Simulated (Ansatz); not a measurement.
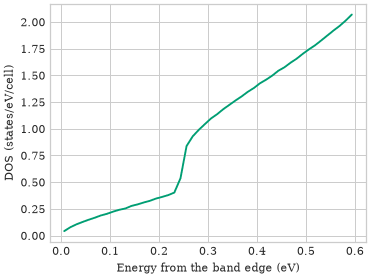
*Density of states of AlN (P6_3mc) below the valence band maximum, Ansatz (an electronic-structure program) with HSE06, rigid bands; cell volume 41.8 Å³.*

**Question.** What effective density of states at 300 K does this give (∫ g(E) exp(−E/k_BT) dE, both spins, divided by the cell's size)?

**Answer.** 5.3e19 cm⁻³, a density-of-states mass of 1.64 mₑ, valleys and band degeneracy included.

Spin-orbit coupling is left out; where it splits the top of the valence band, N_v and the p-type Seebeck coefficient come out somewhat high without it. Geometry: cell and atoms relaxed with PBEsol.
